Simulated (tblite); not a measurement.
## Run report: C5H12N2O2Si, geometry relaxation (part 1 of 3)

C5H12N2O2Si, computed with GFN2-xTB geometry optimisation, gas phase (tblite 0.8.0).

It belongs to a series of runs on one base structure; here: H on C replaced by OCOCH3.

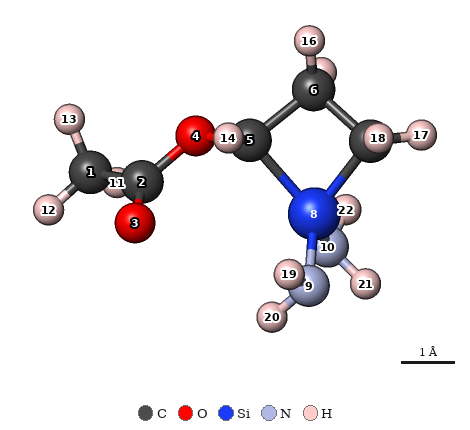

Figure 1. The structure as given in the input (ball-and-stick view, seen at a tilt; atoms are numbered from 1 in the order of the input).

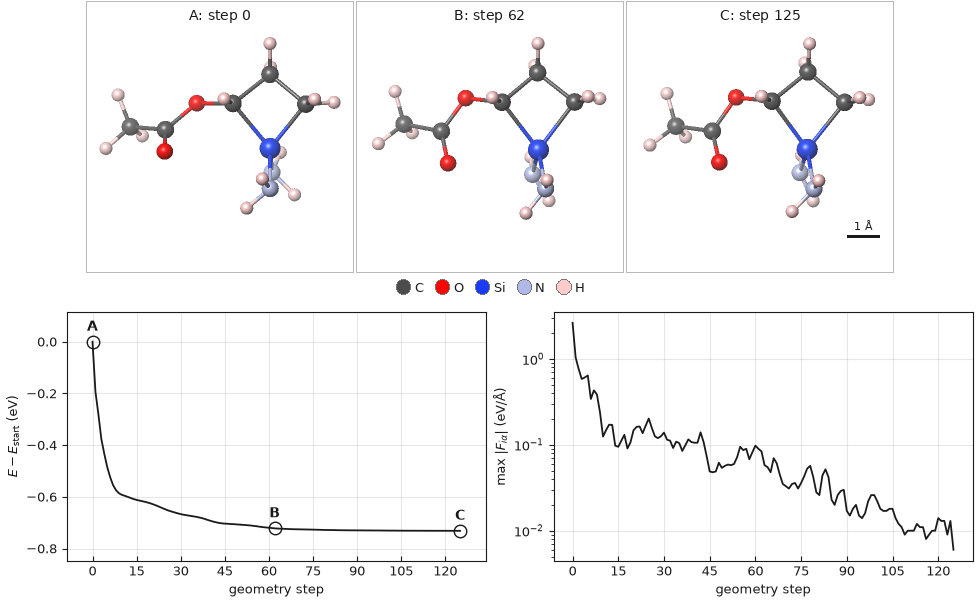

Figure 2. Frames of the relaxation (ball-and-stick view, seen at a tilt) above the curves, on which the letters mark them (steps are counted from 0).

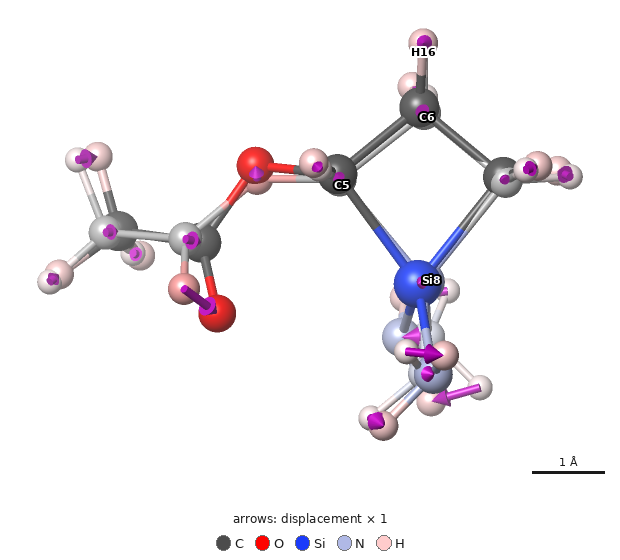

Figure 3. Start (faint) and end (solid) with the displacements as pink arrows, at true length (ball-and-stick view, seen at a tilt). The two geometries are laid on each other by the best rigid fit. After 125 geometry steps the energy has fallen by 0.732 eV. Largest force component: 2.6 eV/Å at the start, 0.006 eV/Å at the end. The largest move after the best rigid fit is that of O3, 0.82 Å. Largest moves by element: O 0.82 Å, H 0.72 Å, N 0.39 Å, C 0.33 Å, Si 0.16 Å. Distances before and after: C7–Si8 1.843 → 1.924 Å, Si8–N9 1.660 → 1.720 Å, Si8–N10 1.675 → 1.721 Å, C5–Si8 1.884 → 1.927 Å. Among the angles that change: Si8–N10–H21 108.4° → 117.9°, Si8–N10–H22 111.2° → 119.4°, Si8–N9–H19 110.3° → 117.2°. (Atoms are counted from 1 in the order of the input.)

The input that produced these results follows, with the program's output.

**Input file**
```
{"job": {"kind": "relax", "xc": "GFN2-xTB", "basis": "xTB"}, "charge": 0, "multiplicity": 1}
C      3.279700    -0.895400    -0.673400
C      2.154800     0.071000    -0.386700
O      2.056200     1.173100    -0.874600
O      1.301000    -0.471000     0.525300
C      0.153100     0.334900     0.869200
C     -0.863700    -0.309500     1.877700
C     -2.152700     0.294700     1.229500
Si    -1.256500     0.338500    -0.380100
N     -1.473600     1.611700    -1.422500
N     -1.434500    -0.973700    -1.405300
H      2.858600    -1.820700    -1.084700
H      3.939200    -0.454000    -1.412300
H      3.834700    -1.091700     0.248800
H      0.451000     1.347000     1.169700
H     -0.840300    -1.401200     1.893100
H     -0.705800     0.008200     2.932200
H     -3.034000    -0.346800     1.310500
H     -2.413900     1.275500     1.624100
H     -1.178800     2.486800    -0.980500
H     -0.832000     1.494000    -2.200600
H     -2.264100    -0.825800    -1.975800
H     -1.588800    -1.826400    -0.884500
```

The first line tells a small driver script what to run in tblite; the rest is the geometry in Å.

Command:
```bash
OMP_NUM_THREADS=1 python <driver script> task.json out
```

**Log**
```
step      E/eV     max force
  0    -885.01270    2.986
  1    -885.20646    1.131
  2    -885.29312    0.773
  3    -885.38888    0.798
  4    -885.44589    0.660
  5    -885.49722    0.729
  6    -885.53649    0.394
  7    -885.56752    0.446
  8    -885.58706    0.404
  9    -885.59909    0.268
 10    -885.60505    0.159
 11    -885.60883    0.170
 12    -885.61285    0.184
 13    -885.61722    0.181
 14    -885.62137    0.125
 15    -885.62468    0.108
 16    -885.62727    0.116
 17    -885.62974    0.134
 18    -885.63247    0.107
 19    -885.63553    0.125
 20    -885.63906    0.152
 21    -885.64314    0.177
 22    -885.64770    0.171
 23    -885.65255    0.162
 24    -885.65747    0.172
 25    -885.66215    0.205
 26    -885.66634    0.160
 27    -885.66996    0.147
 28    -885.67327    0.137
 29    -885.67657    0.130
 30    -885.67960    0.144
 31    -885.68200    0.126
 32    -885.68392    0.126
 33    -885.68571    0.121
 34    -885.68757    0.114
 35    -885.68956    0.111
 36    -885.69174    0.113
 37    -885.69436    0.129
 38    -885.69754    0.164
 39    -885.70140    0.133
 40    -885.70497    0.152
 41    -885.70837    0.132
 42    -885.71113    0.166
 43    -885.71366    0.139
 44    -885.71522    0.090
 45    -885.71630    0.054
 46    -885.71695    0.051
 47    -885.71780    0.053
 48    -885.71849    0.064
 49    -885.71930    0.059
 50    -885.72010    0.057
 51    -885.72096    0.065
 52    -885.72183    0.059
 53    -885.72278    0.067
 54    -885.72388    0.080
 55    -885.72527    0.107
 56    -885.72685    0.107
 57    -885.72851    0.127
 58    -885.72997    0.080
 59    -885.73121    0.084
 60    -885.73211    0.101
 61    -885.73346    0.097
 62    -885.73464    0.085
 63    -885.73548    0.073
 64    -885.73597    0.060
 65    -885.73638    0.054
 66    -885.73689    0.076
 67    -885.73748    0.066
 68    -885.73790    0.059
 69    -885.73813    0.040
 70    -885.73835    0.040
 71    -885.73859    0.037
 72    -885.73883    0.045
 73    -885.73906    0.043
 74    -885.73930    0.031
 75    -885.73957    0.036
 76    -885.73986    0.049
 77    -885.74017    0.067
 78    -885.74049    0.062
 79    -885.74078    0.044
 80    -885.74100    0.029
 81    -885.74116    0.034
 82    -885.74133    0.048
 83    -885.74156    0.052
 84    -885.74182    0.044
 85    -885.74200    0.023
 86    -885.74209    0.022
 87    -885.74216    0.029
 88    -885.74226    0.033
 89    -885.74239    0.033
 90    -885.74249    0.018
 91    -885.74255    0.017
 92    -885.74259    0.019
 93    -885.74265    0.022
 94    -885.74272    0.017
 95    -885.74279    0.015
 96    -885.74284    0.020
 97    -885.74289    0.027
 98    -885.74298    0.031
 99    -885.74312    0.031
100    -885.74326    0.030
101    -885.74335    0.018
102    -885.74340    0.017
103    -885.74345    0.018
104    -885.74353    0.019
105    -885.74362    0.024
106    -885.74369    0.019
107    -885.74374    0.012
108    -885.74378    0.012
109    -885.74381    0.011
110    -885.74384    0.011
111    -885.74387    0.011
112    -885.74390    0.013
113    -885.74392    0.015
114    -885.74395    0.014
115    -885.74398    0.013
116    -885.74400    0.010
117    -885.74402    0.013
118    -885.74404    0.014
119    -885.74407    0.011
120    -885.74410    0.015
121    -885.74413    0.016
122    -885.74416    0.016
123    -885.74419    0.011
124    -885.74421    0.015
125    -885.74422    0.007
```

**Trajectory as extended XYZ (Å, eV, eV/Å), 22 of the 126 frames kept, from step=0 to step=125**
```
22
Properties=species:S:1:pos:R:3:forces:R:3 step=0 energy=-885.01270
C     3.2797   -0.8954   -0.6734   -0.1300  -0.0720  -0.0980
C     2.1548    0.0710   -0.3867   -0.4290  -0.3260   0.7360
O     2.0562    1.1731   -0.8746   -0.3430  -0.4870   0.3310
O     1.3010   -0.4710    0.5253    0.5410   0.9880  -0.3770
C     0.1531    0.3349    0.8692   -0.0080  -1.1250   0.2310
C    -0.8637   -0.3095    1.8777    0.3600   1.1400   0.8350
C    -2.1527    0.2947    1.2295   -0.4410  -0.6620   1.2520
Si   -1.2565    0.3385   -0.3801    0.4230   0.2110   0.6450
N    -1.4736    1.6117   -1.4225    0.6020   2.6450  -1.2490
N    -1.4345   -0.9737   -1.4053   -0.7410  -1.7390  -0.7860
H     2.8586   -1.8207   -1.0847    0.1660   0.1820   0.3030
H     3.9392   -0.4540   -1.4123    0.0840   0.0420  -0.0110
H     3.8347   -1.0917    0.2488   -0.1930  -0.1070  -0.2440
H     0.4510    1.3470    1.1697    0.1590  -0.3440   0.1320
H    -0.8403   -1.4012    1.8931    0.0060   0.2440  -0.4130
H    -0.7058    0.0082    2.9322   -0.0450  -0.0700  -0.5640
H    -3.0340   -0.3468    1.3105    0.1420   0.1240   0.1630
H    -2.4139    1.2755    1.6241    0.1080  -0.2080   0.2190
H    -1.1788    2.4868   -0.9805   -0.4360  -0.1060  -0.4120
H    -0.8320    1.4940   -2.2006   -0.3340   0.1980  -0.2340
H    -2.2641   -0.8258   -1.9758    0.3240  -0.2240  -0.1730
H    -1.5888   -1.8264   -0.8845    0.1860  -0.3060  -0.2850
22
Properties=species:S:1:pos:R:3:forces:R:3 step=6 energy=-885.53649
C     3.2707   -0.8854   -0.6745   -0.0190  -0.0580   0.1210
C     2.1390    0.0584   -0.3352   -0.0720  -0.3380   0.1830
O     1.9785    1.1407   -0.8430   -0.1960  -0.0610   0.0550
O     1.3397   -0.4718    0.5973   -0.1250   0.1210  -0.2160
C     0.1440    0.2839    0.8699    0.1060  -0.0040   0.0560
C    -0.8375   -0.2676    1.9171   -0.0780  -0.0300  -0.1460
C    -2.1412    0.2700    1.2835   -0.0750   0.1200  -0.0300
Si   -1.2847    0.3748   -0.4292    0.1610  -0.0090   0.2400
N    -1.4279    1.7338   -1.4846    0.1680  -0.1050   0.1280
N    -1.4802   -1.0406   -1.4089   -0.1710   0.1240   0.0400
H     2.8673   -1.8229   -1.0515   -0.0590   0.0720  -0.0600
H     3.9365   -0.4410   -1.4087   -0.0890   0.0350   0.0240
H     3.8209   -1.1187    0.2308    0.0950   0.0180   0.0930
H     0.4717    1.2746    1.1844    0.0060   0.2410  -0.0790
H    -0.8320   -1.3486    1.8438    0.0580  -0.2140   0.2150
H    -0.6710    0.0414    2.9574    0.0580  -0.0830  -0.3430
H    -3.0222   -0.3682    1.3826    0.2470  -0.0040   0.0970
H    -2.4040    1.2386    1.6962   -0.0170   0.0530   0.0870
H    -1.1976    2.6182   -1.0408   -0.0310  -0.1800  -0.3350
H    -0.8487    1.5876   -2.3052   -0.1650   0.3430   0.1000
H    -2.2521   -0.9074   -2.0498    0.1410  -0.2640  -0.0790
H    -1.5795   -1.9305   -0.9323    0.0560   0.2210  -0.1490
22
Properties=species:S:1:pos:R:3:forces:R:3 step=12 energy=-885.61285
C     3.2664   -0.8916   -0.6517   -0.0130  -0.0210   0.0130
C     2.1193    0.0282   -0.3143   -0.0340  -0.0270   0.0100
O     1.9298    1.1046   -0.8297   -0.0230  -0.0570  -0.0350
O     1.3193   -0.4937    0.6086   -0.0020  -0.0130  -0.0090
C     0.1487    0.2851    0.8719   -0.0340  -0.0320  -0.0960
C    -0.8292   -0.2752    1.9040   -0.0190   0.0390   0.0470
C    -2.1317    0.2812    1.2993   -0.0370   0.0360  -0.1720
Si   -1.2743    0.3872   -0.4259   -0.1020   0.0200  -0.0010
N    -1.4057    1.7410   -1.4847   -0.0320   0.0260  -0.0040
N    -1.5066   -1.0233   -1.4026    0.0450   0.0500  -0.0100
H     2.8593   -1.8160   -1.0526    0.0090  -0.0450   0.0140
H     3.9105   -0.4283   -1.3925   -0.0170   0.0490   0.0230
H     3.8360   -1.1243    0.2435   -0.0060  -0.0110   0.0260
H     0.4745    1.2889    1.1690    0.0120  -0.0290  -0.0270
H    -0.8213   -1.3621    1.8682    0.0270  -0.0470   0.0030
H    -0.6450    0.0414    2.9248    0.0870   0.0310   0.1590
H    -2.9874   -0.3810    1.4151    0.0340   0.0270  -0.0060
H    -2.4019    1.2417    1.7344    0.0530  -0.0640   0.0180
H    -1.2108    2.6486   -1.0884   -0.0420  -0.0520   0.0200
H    -0.8768    1.6564   -2.3405   -0.0610  -0.0250   0.0160
H    -2.2295   -0.9631   -2.1035    0.0870   0.0280  -0.0030
H    -1.5542   -1.9264   -0.9534    0.0680   0.1160   0.0110
22
Properties=species:S:1:pos:R:3:forces:R:3 step=18 energy=-885.63247
C     3.2619   -0.9038   -0.6370   -0.0140   0.0150   0.0000
C     2.1006   -0.0008   -0.3128   -0.0390   0.0090  -0.0540
O     1.8995    1.0644   -0.8478   -0.0020  -0.0040  -0.0460
O     1.2988   -0.5144    0.6078    0.0260  -0.0910   0.0130
C     0.1370    0.2750    0.8602    0.0740   0.0220   0.0050
C    -0.8248   -0.2700    1.9128    0.0480  -0.0300  -0.0310
C    -2.1262    0.2832    1.2997   -0.0150  -0.0030   0.0880
Si   -1.2896    0.4064   -0.4269    0.0430  -0.0180   0.0020
N    -1.4344    1.7513   -1.4890   -0.0740   0.0390   0.0190
N    -1.4809   -0.9922   -1.4165    0.0690  -0.0330  -0.0150
H     2.8690   -1.8323   -1.0442    0.0570  -0.0190  -0.0060
H     3.8908   -0.4077   -1.3699    0.0400  -0.0610   0.0000
H     3.8339   -1.1312    0.2583   -0.0240   0.0010   0.0140
H     0.4774    1.2760    1.1420    0.0270   0.0580   0.0330
H    -0.8080   -1.3582    1.8858   -0.0230  -0.0320  -0.0020
H    -0.6116    0.0480    2.9336   -0.0510   0.0490  -0.0410
H    -2.9768   -0.3795    1.4149   -0.0840  -0.0310   0.0160
H    -2.3853    1.2339    1.7517   -0.0620   0.0850   0.0210
H    -1.2350    2.6528   -1.0882   -0.0220   0.0880   0.0130
H    -0.9160    1.6658   -2.3501   -0.0340  -0.0180   0.0020
H    -2.1837   -0.9645   -2.1369    0.0310   0.0400  -0.0160
H    -1.5071   -1.8827   -0.9482    0.0310  -0.0670  -0.0160
22
Properties=species:S:1:pos:R:3:forces:R:3 step=24 energy=-885.65747
C     3.2616   -0.9277   -0.6280    0.0290  -0.0460  -0.0070
C     2.0675   -0.0534   -0.3500    0.0230  -0.0050  -0.0040
O     1.8423    0.9942   -0.9094    0.0340  -0.0410  -0.0840
O     1.2817   -0.5537    0.5919   -0.0760   0.1070  -0.0130
C     0.1439    0.2708    0.8553   -0.0920   0.0290   0.0520
C    -0.8202   -0.2641    1.9155   -0.0540   0.0680   0.0170
C    -2.1364    0.2907    1.3182    0.0740  -0.0350   0.0060
Si   -1.2969    0.4297   -0.4137    0.0400   0.0150   0.0150
N    -1.5180    1.7834   -1.4597    0.0710  -0.0470   0.0270
N    -1.3860   -0.9608   -1.4355   -0.0670   0.0370   0.0620
H     2.9291   -1.8782   -1.0359   -0.0430  -0.0130  -0.0420
H     3.9061   -0.4252   -1.3418    0.0470  -0.0280   0.0020
H     3.8002   -1.1339    0.2931    0.0040   0.0490   0.0200
H     0.5131    1.2675    1.1305    0.0060  -0.0970   0.0530
H    -0.8019   -1.3573    1.9063   -0.0300   0.1680   0.0220
H    -0.5982    0.0890    2.9236   -0.0580  -0.0880  -0.0190
H    -2.9940   -0.3723    1.4319    0.1060   0.0380   0.0040
H    -2.3992    1.2429    1.7799    0.0260  -0.0950  -0.0760
H    -1.2956    2.6960   -1.0922   -0.0590  -0.0290   0.0610
H    -1.0214    1.6746   -2.3320   -0.0620   0.0390  -0.0400
H    -2.0718   -0.9359   -2.1737    0.0360  -0.0020  -0.0110
H    -1.4164   -1.8570   -0.9750    0.0440  -0.0250  -0.0470
22
Properties=species:S:1:pos:R:3:forces:R:3 step=30 energy=-885.67960
C     3.2610   -0.9602   -0.6180    0.0160  -0.0130  -0.0040
C     2.0396   -0.1023   -0.3928    0.0460  -0.0150  -0.0280
O     1.8067    0.9121   -1.0071   -0.0510  -0.0260   0.0040
O     1.2606   -0.5686    0.5747    0.0900   0.0810  -0.0050
C     0.1460    0.2805    0.8620    0.0340   0.0180   0.0310
C    -0.8202   -0.2389    1.9247   -0.0220  -0.0430   0.0550
C    -2.1337    0.2950    1.3266   -0.0330   0.0460  -0.0820
Si   -1.2905    0.4507   -0.3991   -0.0300  -0.0150  -0.0230
N    -1.5691    1.8011   -1.4270   -0.0240   0.0040  -0.0130
N    -1.3310   -0.9269   -1.4311   -0.0100  -0.0300  -0.0430
H     2.9676   -1.9200   -1.0368   -0.0210   0.0020   0.0630
H     3.9317   -0.4581   -1.3096   -0.0370   0.0110  -0.0080
H     3.7693   -1.1247    0.3288   -0.0340  -0.0690  -0.0030
H     0.5495    1.2530    1.1538    0.0320   0.0840   0.0220
H    -0.8105   -1.3241    1.9299    0.0270  -0.1390  -0.0270
H    -0.6091    0.1060    2.9336    0.0280   0.0570   0.0700
H    -2.9815   -0.3752    1.4480    0.0340  -0.0050  -0.0200
H    -2.4062    1.2441    1.7805   -0.0210   0.0270  -0.0190
H    -1.3781    2.7230   -1.0669   -0.0140  -0.0490   0.0150
H    -1.1453    1.7079   -2.3378   -0.0160   0.0690   0.0220
H    -1.9571   -0.9097   -2.2185   -0.0150  -0.0060  -0.0060
H    -1.3101   -1.8452   -1.0187    0.0180   0.0120  -0.0010
22
Properties=species:S:1:pos:R:3:forces:R:3 step=36 energy=-885.69174
C     3.2601   -0.9813   -0.6118   -0.0710   0.0150   0.0280
C     2.0322   -0.1220   -0.4174   -0.0360   0.0250   0.0340
O     1.7720    0.8551   -1.0795   -0.0070  -0.0670   0.0080
O     1.2798   -0.5435    0.5907    0.0460  -0.0370   0.0670
C     0.1577    0.2987    0.8802    0.0700  -0.0020  -0.0690
C    -0.8164   -0.2334    1.9378    0.0660   0.0510  -0.0760
C    -2.1242    0.2991    1.3215   -0.0230  -0.0150  -0.0460
Si   -1.2765    0.4543   -0.4004    0.0410   0.0120  -0.0070
N    -1.6124    1.8060   -1.4115    0.0030   0.0110   0.0140
N    -1.3043   -0.9144   -1.4427    0.0370   0.0000  -0.0280
H     2.9723   -1.9494   -1.0157   -0.0210   0.0400  -0.0400
H     3.9365   -0.4775   -1.2981   -0.0200  -0.0840   0.0400
H     3.7404   -1.1501    0.3491    0.0180   0.0280  -0.0290
H     0.5707    1.2679    1.1785   -0.0850   0.0470   0.0050
H    -0.8034   -1.3240    1.9360    0.0360   0.0690   0.0080
H    -0.6141    0.1205    2.9485    0.0040  -0.0310  -0.0170
H    -2.9634   -0.3780    1.4402   -0.0630  -0.0470  -0.0220
H    -2.4164    1.2495    1.7621    0.0390  -0.0040   0.0090
H    -1.4342    2.7216   -1.0327   -0.0270   0.0260   0.0390
H    -1.2192    1.7601   -2.3393    0.0040  -0.0260   0.0470
H    -1.9057   -0.9026   -2.2494   -0.0020  -0.0120   0.0520
H    -1.2418   -1.8373   -1.0471   -0.0110   0.0010  -0.0180
22
Properties=species:S:1:pos:R:3:forces:R:3 step=42 energy=-885.71113
C     3.2391   -1.0198   -0.5917    0.0310  -0.0100  -0.0300
C     2.0179   -0.1531   -0.4292   -0.0830   0.0840  -0.0230
O     1.6943    0.7377   -1.1809    0.0360  -0.1400   0.0820
O     1.3349   -0.4790    0.6598   -0.0660   0.0850  -0.0380
C     0.1877    0.3406    0.8945   -0.0990   0.0280   0.0450
C    -0.7983   -0.2103    1.9290   -0.0020  -0.0310   0.0390
C    -2.1082    0.2913    1.2854    0.0600  -0.0540   0.1280
Si   -1.2298    0.4571   -0.4156    0.0000  -0.0160  -0.0030
N    -1.6799    1.8191   -1.3664    0.0810  -0.0200   0.0090
N    -1.2231   -0.8973   -1.4792    0.0320  -0.0070   0.0220
H     2.9451   -1.9802   -1.0047   -0.0520  -0.0600  -0.0030
H     3.9347   -0.5465   -1.2737    0.0630   0.0580  -0.0570
H     3.7057   -1.1848    0.3742    0.0040  -0.0210   0.0250
H     0.5529    1.3267    1.2059   -0.0190  -0.0160  -0.0640
H    -0.7565   -1.2992    1.9369    0.0080   0.0080  -0.0690
H    -0.6154    0.1344    2.9472   -0.0490   0.0560  -0.0320
H    -2.9471   -0.3907    1.4008    0.0440  -0.0310  -0.0220
H    -2.4106    1.2403    1.7235    0.0060  -0.0010  -0.0390
H    -1.5387    2.7253   -0.9504   -0.0260   0.0300  -0.0150
H    -1.3175    1.8270   -2.3069    0.0210   0.0140   0.0210
H    -1.8502   -0.8953   -2.2655   -0.0130   0.0340   0.0070
H    -1.1472   -1.8240   -1.0940    0.0210   0.0100   0.0180
```
